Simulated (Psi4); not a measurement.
## Run report: C$_{2}$H$_{6}$Hg, geometry relaxation (part 4 of 4)

The same run, continued: C$_{2}$H$_{6}$Hg (dimethylmercury), SMILES [CH3][Hg][CH3]; PBEh-3c/def2-mSVP, RKS (Psi4 1.11). The run did not end well. The atoms were displaced at random from an optimised geometry.

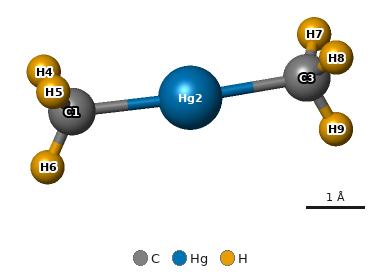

*The geometry at step 48 of the log (ball-and-stick view, seen at a tilt; atoms are numbered from 1 in the order of the input).*

## Trajectory as extended XYZ, continued
```
9
Properties=species:S:1:pos:R:3:forces:R:3 step=37 energy=-6342.99990
C    -1.0827    1.3742   -1.1415   -0.0668  -0.3343  -0.9507
Hg   -0.0143   -0.0244    0.0148   -0.2160   0.0263   0.1821
C     0.9731   -1.5384    1.0971    0.1955  -0.0786  -0.0687
H    -1.5389    0.8092   -1.9666   -0.0754  -0.0363   0.1425
H    -0.4221    2.0644   -1.6714   -0.0052   0.2458   0.3510
H    -1.9097    1.9163   -0.6833    0.2646   0.0677   0.2827
H     0.8238   -2.5102    0.6223   -0.0778  -0.0013   0.0164
H     2.0522   -1.3786    1.1283   -0.0065   0.0676   0.0612
H     0.6172   -1.6160    2.1255   -0.0123   0.0432  -0.0164
9
Properties=species:S:1:pos:R:3:forces:R:3 step=38 energy=-6343.00190
C    -1.0812    1.3743   -1.1428   -0.0705  -0.3325  -0.9334
Hg   -0.0146   -0.0245    0.0149   -0.2071   0.0225   0.1729
C     0.9744   -1.5381    1.0965    0.1859  -0.0726  -0.0621
H    -1.5380    0.8099   -1.9678   -0.0741  -0.0336   0.1416
H    -0.4200    2.0649   -1.6713   -0.0066   0.2428   0.3481
H    -1.9073    1.9162   -0.6827    0.2625   0.0688   0.2743
H     0.8253   -2.5102    0.6222   -0.0750  -0.0015   0.0142
H     2.0533   -1.3768    1.1273   -0.0059   0.0642   0.0608
H     0.6187   -1.6155    2.1250   -0.0094   0.0420  -0.0164
9
Properties=species:S:1:pos:R:3:forces:R:3 step=39 energy=-6343.00389
C    -1.0798    1.3745   -1.1440   -0.0738  -0.3307  -0.9157
Hg   -0.0148   -0.0245    0.0150   -0.1982   0.0187   0.1638
C     0.9757   -1.5378    1.0960    0.1764  -0.0666  -0.0557
H    -1.5372    0.8106   -1.9690   -0.0729  -0.0311   0.1404
H    -0.4178    2.0654   -1.6711   -0.0079   0.2398   0.3450
H    -1.9050    1.9162   -0.6819    0.2603   0.0700   0.2660
H     0.8267   -2.5101    0.6223   -0.0722  -0.0016   0.0120
H     2.0544   -1.3749    1.1264   -0.0053   0.0607   0.0603
H     0.6202   -1.6150    2.1246   -0.0065   0.0408  -0.0163
9
Properties=species:S:1:pos:R:3:forces:R:3 step=40 energy=-6343.00589
C    -1.0783    1.3746   -1.1452   -0.0769  -0.3288  -0.8974
Hg   -0.0150   -0.0246    0.0151   -0.1894   0.0150   0.1549
C     0.9771   -1.5375    1.0955    0.1670  -0.0608  -0.0494
H    -1.5363    0.8115   -1.9702   -0.0717  -0.0286   0.1389
H    -0.4157    2.0660   -1.6709   -0.0091   0.2367   0.3416
H    -1.9025    1.9161   -0.6811    0.2577   0.0713   0.2577
H     0.8283   -2.5100    0.6224   -0.0693  -0.0017   0.0098
H     2.0555   -1.3729    1.1255   -0.0047   0.0573   0.0598
H     0.6216   -1.6143    2.1242   -0.0037   0.0396  -0.0161
9
Properties=species:S:1:pos:R:3:forces:R:3 step=41 energy=-6343.00788
C    -1.0768    1.3748   -1.1464   -0.0796  -0.3268  -0.8787
Hg   -0.0152   -0.0246    0.0152   -0.1806   0.0114   0.1459
C     0.9784   -1.5371    1.0951    0.1575  -0.0549  -0.0434
H    -1.5355    0.8124   -1.9713   -0.0705  -0.0263   0.1372
H    -0.4135    2.0667   -1.6706   -0.0103   0.2336   0.3381
H    -1.9000    1.9161   -0.6803    0.2549   0.0726   0.2494
H     0.8298   -2.5099    0.6226   -0.0664  -0.0017   0.0077
H     2.0566   -1.3709    1.1246   -0.0041   0.0537   0.0593
H     0.6231   -1.6137    2.1238   -0.0010   0.0384  -0.0157
9
Properties=species:S:1:pos:R:3:forces:R:3 step=42 energy=-6343.00989
C    -1.0753    1.3751   -1.1476   -0.0821  -0.3246  -0.8593
Hg   -0.0154   -0.0247    0.0153   -0.1717   0.0079   0.1370
C     0.9798   -1.5366    1.0947    0.1481  -0.0492  -0.0375
H    -1.5348    0.8133   -1.9725   -0.0693  -0.0239   0.1352
H    -0.4113    2.0674   -1.6702   -0.0115   0.2302   0.3342
H    -1.8975    1.9162   -0.6793    0.2518   0.0739   0.2412
H     0.8314   -2.5098    0.6229   -0.0633  -0.0017   0.0057
H     2.0577   -1.3689    1.1239   -0.0036   0.0501   0.0586
H     0.6246   -1.6129    2.1235    0.0016   0.0373  -0.0153
9
Properties=species:S:1:pos:R:3:forces:R:3 step=44 energy=-6343.01390
C    -1.0723    1.3757   -1.1499   -0.0861  -0.3198  -0.8193
Hg   -0.0159   -0.0248    0.0155   -0.1540   0.0012   0.1194
C     0.9825   -1.5356    1.0941    0.1293  -0.0379  -0.0263
H    -1.5334    0.8156   -1.9747   -0.0669  -0.0194   0.1305
H    -0.4069    2.0690   -1.6690   -0.0137   0.2230   0.3256
H    -1.8922    1.9164   -0.6772    0.2446   0.0765   0.2250
H     0.8346   -2.5094    0.6237   -0.0570  -0.0015   0.0018
H     2.0599   -1.3646    1.1226   -0.0028   0.0429   0.0571
H     0.6276   -1.6112    2.1231    0.0066   0.0349  -0.0142
9
Properties=species:S:1:pos:R:3:forces:R:3 step=45 energy=-6343.01588
C    -1.0709    1.3760   -1.1509   -0.0877  -0.3171  -0.7986
Hg   -0.0161   -0.0249    0.0155   -0.1452  -0.0019   0.1110
C     0.9839   -1.5351    1.0939    0.1200  -0.0324  -0.0212
H    -1.5328    0.8168   -1.9757   -0.0658  -0.0172   0.1277
H    -0.4048    2.0699   -1.6683   -0.0147   0.2192   0.3209
H    -1.8896    1.9165   -0.6759    0.2406   0.0777   0.2171
H     0.8362   -2.5092    0.6242   -0.0537  -0.0015   0.0000
H     2.0610   -1.3623    1.1221   -0.0024   0.0394   0.0563
H     0.6291   -1.6102    2.1230    0.0089   0.0337  -0.0135
9
Properties=species:S:1:pos:R:3:forces:R:3 step=46 energy=-6343.01783
C    -1.0694    1.3763   -1.1520   -0.0888  -0.3140  -0.7782
Hg   -0.0163   -0.0250    0.0156   -0.1368  -0.0049   0.1029
C     0.9853   -1.5345    1.0938    0.1108  -0.0269  -0.0160
H    -1.5322    0.8182   -1.9768   -0.0645  -0.0148   0.1249
H    -0.4026    2.0709   -1.6674   -0.0160   0.2150   0.3159
H    -1.8870    1.9167   -0.6747    0.2366   0.0785   0.2095
H     0.8378   -2.5090    0.6248   -0.0504  -0.0014  -0.0018
H     2.0621   -1.3601    1.1216   -0.0022   0.0357   0.0554
H     0.6305   -1.6091    2.1230    0.0112   0.0326  -0.0128
9
Properties=species:S:1:pos:R:3:forces:R:3 step=47 energy=-6343.01729
C    -1.0678    1.3762   -1.1535   -0.0885  -0.3031  -0.7903
Hg   -0.0166   -0.0249    0.0160   -0.1387  -0.0146   0.0932
C     0.9875   -1.5352    1.0907    0.1075  -0.0143   0.0040
H    -1.5303    0.8175   -1.9787   -0.0519  -0.0069   0.1326
H    -0.3971    2.0689   -1.6680   -0.0379   0.2031   0.3200
H    -1.8861    1.9188   -0.6796    0.2468   0.0762   0.2112
H     0.8406   -2.5103    0.6231   -0.0456   0.0016  -0.0116
H     2.0640   -1.3572    1.1175   -0.0100   0.0238   0.0561
H     0.6334   -1.6103    2.1203    0.0182   0.0342  -0.0154
9
Properties=species:S:1:pos:R:3:forces:R:3 step=48 energy=-6343.01739
C    -1.0674    1.3760   -1.1540   -0.0761  -0.3046  -0.7922
Hg   -0.0167   -0.0249    0.0160   -0.1374  -0.0162   0.0903
C     0.9878   -1.5353    1.0902    0.1126  -0.0162   0.0015
H    -1.5300    0.8174   -1.9790   -0.0527  -0.0098   0.1290
H    -0.3963    2.0685   -1.6684   -0.0416   0.2008   0.3219
H    -1.8855    1.9184   -0.6802    0.2379   0.0843   0.2159
H     0.8410   -2.5105    0.6226   -0.0452   0.0047  -0.0112
H     2.0644   -1.3571    1.1168   -0.0153   0.0228   0.0563
H     0.6339   -1.6106    2.1198    0.0179   0.0341  -0.0118
9
Properties=species:S:1:pos:R:3:forces:R:3 step=50 energy=-6343.01923
C    -1.0653    1.3766   -1.1554   -0.0796  -0.3087  -0.7675
Hg   -0.0170   -0.0250    0.0161   -0.1222  -0.0146   0.0820
C     0.9898   -1.5344    1.0899    0.1035  -0.0179   0.0061
H    -1.5288    0.8188   -1.9801   -0.0529  -0.0105   0.1205
H    -0.3938    2.0696   -1.6682   -0.0377   0.1994   0.3159
H    -1.8822    1.9185   -0.6797    0.2297   0.0902   0.2119
H     0.8429   -2.5097    0.6224   -0.0418   0.0051  -0.0108
H     2.0662   -1.3554    1.1166   -0.0143   0.0237   0.0508
H     0.6366   -1.6100    2.1196    0.0154   0.0332  -0.0092
9
Properties=species:S:1:pos:R:3:forces:R:3 step=51 energy=-6343.02427
C    -1.0605    1.3778   -1.1588   -0.0900  -0.3112  -0.7043
Hg   -0.0177   -0.0253    0.0163   -0.0884  -0.0121   0.0591
C     0.9941   -1.5319    1.0899    0.0772  -0.0165   0.0109
H    -1.5265    0.8230   -1.9832   -0.0545  -0.0104   0.1077
H    -0.3887    2.0730   -1.6669   -0.0231   0.1953   0.2990
H    -1.8739    1.9188   -0.6764    0.2082   0.0977   0.1954
H     0.8474   -2.5074    0.6229   -0.0342   0.0043  -0.0088
H     2.0700   -1.3505    1.1160   -0.0108   0.0236   0.0446
H     0.6418   -1.6074    2.1197    0.0157   0.0293  -0.0037
9
Properties=species:S:1:pos:R:3:forces:R:3 step=52 energy=-6343.02413
C    -1.0612    1.3746   -1.1609    0.0593  -0.2803  -0.8133
Hg   -0.0179   -0.0251    0.0169   -0.0555   0.0005   0.0327
C     0.9985   -1.5320    1.0847    0.1338  -0.0252  -0.0431
H    -1.5232    0.8153   -1.9858   -0.0471   0.0266   0.1266
H    -0.3875    2.0739   -1.6679   -0.0753   0.0978   0.3257
H    -1.8709    1.9198   -0.6853    0.0915   0.1300   0.2576
H     0.8456   -2.5065    0.6152   -0.0221   0.0281   0.0150
H     2.0782   -1.3568    1.1126   -0.1213   0.0219   0.0461
H     0.6387   -1.6033    2.1108    0.0366   0.0005   0.0526
9
Properties=species:S:1:pos:R:3:forces:R:3 step=53 energy=-6343.02399
C    -1.0525    1.3759   -1.1668    0.0053  -0.2825  -0.8027
Hg   -0.0192   -0.0253    0.0178   -0.0145   0.0084  -0.0006
C     1.0069   -1.5305    1.0788    0.0950  -0.0243  -0.0255
H    -1.5145    0.8175   -1.9930   -0.0372   0.0302   0.1407
H    -0.3763    2.0730   -1.6729   -0.0614   0.0971   0.3283
H    -1.8627    1.9243   -0.6948    0.1004   0.1254   0.2481
H     0.8546   -2.5046    0.6085   -0.0156   0.0252   0.0096
H     2.0859   -1.3508    1.1029   -0.1195   0.0210   0.0464
H     0.6499   -1.6053    2.1057    0.0474  -0.0005   0.0556
9
Properties=species:S:1:pos:R:3:forces:R:3 step=54 energy=-6343.02387
C    -1.0503    1.3765   -1.1679   -0.0052  -0.2848  -0.8017
Hg   -0.0196   -0.0254    0.0180   -0.0036   0.0124  -0.0065
C     1.0091   -1.5298    1.0777    0.0859  -0.0258  -0.0225
H    -1.5122    0.8184   -1.9945   -0.0356   0.0308   0.1422
H    -0.3734    2.0731   -1.6738   -0.0582   0.0964   0.3292
H    -1.8606    1.9257   -0.6968    0.1005   0.1257   0.2478
H     0.8570   -2.5039    0.6073   -0.0137   0.0244   0.0087
H     2.0879   -1.3490    1.1009   -0.1198   0.0212   0.0462
H     0.6527   -1.6054    2.1048    0.0496  -0.0004   0.0565
9
Properties=species:S:1:pos:R:3:forces:R:3 step=55 energy=-6343.02385
C    -1.0500    1.3766   -1.1680   -0.0058  -0.2855  -0.8012
Hg   -0.0196   -0.0254    0.0180   -0.0017   0.0132  -0.0074
C     1.0094   -1.5297    1.0775    0.0853  -0.0263  -0.0220
H    -1.5119    0.8185   -1.9946   -0.0355   0.0309   0.1417
H    -0.3729    2.0732   -1.6739   -0.0582   0.0959   0.3294
H    -1.8603    1.9259   -0.6971    0.1001   0.1263   0.2480
H     0.8573   -2.5038    0.6072   -0.0134   0.0244   0.0086
H     2.0882   -1.3488    1.1007   -0.1205   0.0214   0.0457
H     0.6532   -1.6054    2.1046    0.0496  -0.0005   0.0570
9
Properties=species:S:1:pos:R:3:forces:R:3 step=57 energy=-6343.02383
C    -1.0496    1.3767   -1.1682   -0.0082  -0.2856  -0.8013
Hg   -0.0197   -0.0255    0.0181   -0.0003   0.0137  -0.0082
C     1.0097   -1.5296    1.0773    0.0832  -0.0264  -0.0217
H    -1.5116    0.8187   -1.9949   -0.0352   0.0310   0.1425
H    -0.3725    2.0732   -1.6740   -0.0573   0.0961   0.3295
H    -1.8599    1.9261   -0.6974    0.1005   0.1259   0.2477
H     0.8577   -2.5037    0.6070   -0.0131   0.0243   0.0085
H     2.0885   -1.3485    1.1003   -0.1199   0.0213   0.0460
H     0.6536   -1.6054    2.1045    0.0502  -0.0003   0.0568
9
Properties=species:S:1:pos:R:3:forces:R:3 step=58 energy=-6343.02379
C    -1.0490    1.3770   -1.1685   -0.0110  -0.2866  -0.8010
Hg   -0.0198   -0.0255    0.0181    0.0031   0.0151  -0.0097
C     1.0104   -1.5294    1.0770    0.0805  -0.0270  -0.0208
H    -1.5109    0.8190   -1.9952   -0.0348   0.0311   0.1427
H    -0.3716    2.0733   -1.6742   -0.0563   0.0959   0.3297
H    -1.8592    1.9266   -0.6980    0.1003   0.1262   0.2478
H     0.8585   -2.5035    0.6067   -0.0125   0.0241   0.0083
H     2.0891   -1.3479    1.0998   -0.1200   0.0214   0.0459
H     0.6545   -1.6054    2.1043    0.0508  -0.0003   0.0571
9
Properties=species:S:1:pos:R:3:forces:R:3 step=59 energy=-6343.02381
C    -1.0493    1.3768   -1.1684   -0.0103  -0.2860  -0.8014
Hg   -0.0197   -0.0255    0.0181    0.0012   0.0143  -0.0090
C     1.0101   -1.5295    1.0772    0.0811  -0.0266  -0.0213
H    -1.5112    0.8189   -1.9951   -0.0349   0.0310   0.1431
H    -0.3720    2.0732   -1.6741   -0.0564   0.0963   0.3295
H    -1.8595    1.9264   -0.6977    0.1006   0.1257   0.2477
H     0.8581   -2.5036    0.6068   -0.0128   0.0242   0.0084
H     2.0888   -1.3481    1.1000   -0.1193   0.0212   0.0462
H     0.6541   -1.6054    2.1044    0.0507  -0.0002   0.0567
```

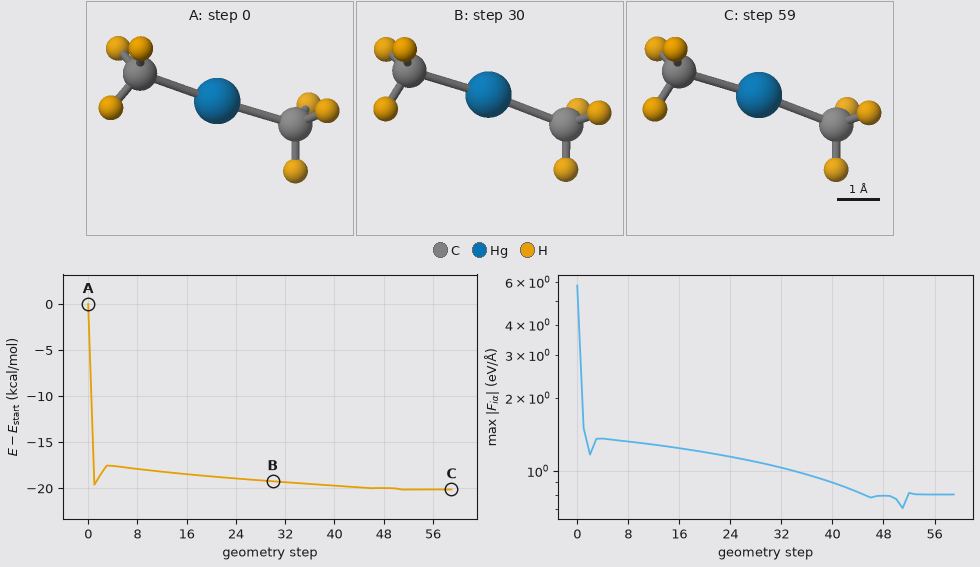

*Frames of the relaxation (ball-and-stick view, seen at a tilt) above the curves, on which the letters mark them (steps are counted from 0).*

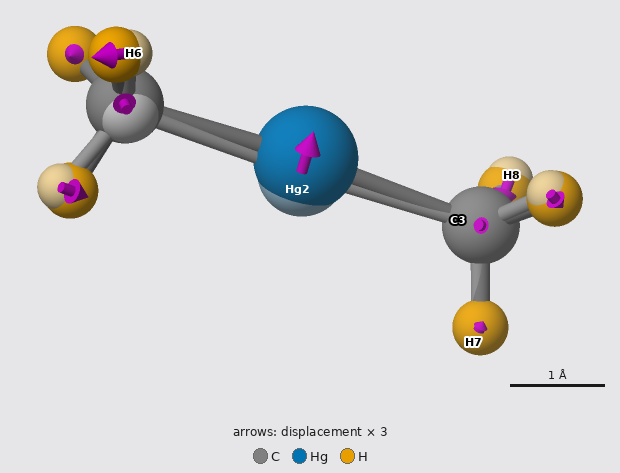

*Start (faint) and end (solid) with the displacements as pink arrows, magnified 3 times (ball-and-stick view, seen at a tilt). The two geometries are laid on each other by the best rigid fit.*

The relaxation stopped without meeting its thresholds, so the last structure isn't shown to be converged. Hg2 moves most after the best rigid fit: 0.16 Å. By element the largest moves are Hg 0.16 Å, H 0.15 Å, C 0.11 Å. Distances before and after: C1–H5 1.247 → 1.095 Å, C3–H8 1.223 → 1.094 Å, C1–H6 0.989 → 1.086 Å, Hg2–C3 2.049 → 2.108 Å. Among the angles that change: H4–C1–H6 113.4° → 105.6°, Hg2–C1–H5 105.3° → 112.4°, Hg2–C1–H4 111.5° → 106.9°. Over 59 geometry steps the energy falls by 20.1 kcal/mol. Largest force component: 5.8 eV/Å at the start, 0.8 eV/Å at the end. (Atoms are counted from 1 in the order of the input.)

The run was set up as follows.

## Input file (c2h6hg.dat)
```
memory 1600 mb

molecule molecule1 {
  C     -2.07580746     2.75250704    -1.94840212
  Hg    -0.03059656    -0.07928535     0.00265318
  C      1.85997617    -2.63135481     2.21674701
  H     -3.63379405     1.94271782    -3.04279543
  H     -0.66259656     3.44311123    -3.70402761
  H     -2.56526353     4.26611342    -0.96695585
  H      0.96359592    -4.55907955     1.91091562
  H      4.08318415    -2.81364346     1.61248818
  H      1.90193187    -2.12434318     4.21426122
  units au
  symmetry c1
}

set {
  reference rks
  geom_maxiter 60
}

opt('pbeh-3c')
```

Launch command:
```bash
psi4 c2h6hg.dat c2h6hg.out -n 1
```

## What the run reported

- outcome: not converged
- hardware: 1 thread of INTEL XEON PLATINUM @ 2.10GHz (Emerald Rapids), 24 GiB of memory available, shared host
- wall time: 4.8 min
- peak memory: 0.67 GiB

## Diagnosis

The run did not converge: “Could not converge geometry optimization in 60 iterations.” Its last values are not results.
